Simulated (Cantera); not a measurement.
Feed: 1 mol PbO, 0.059 mol CO, 0.16 mol N2, at 380000 Pa.

Cantera equilibrium calculation (NASA polynomials, part measured and part estimated; ideal gas, pure solids and liquids). Candidate condensed phases: C, Pb, PbO, PbO2, Pb3O4; 27 gas species. Each liquid is taken as pure. Mutual solubility and eutectic melting of coexisting phases are not modelled. Gases not in the tables: (PbO)n polymers. Rates play no part.

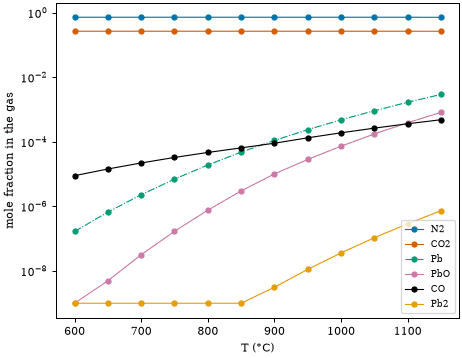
Fig. 1. Equilibrium gas composition (values under 1e-9 drawn at 1e-9)

Question: Read off the mole fractions at 1050 °C.

Answer: N2 about 0.73, CO2 about 0.27, Pb about 0.00093, CO about 0.00027, PbO about 0.00018, Pb2 about 1.1e-7.
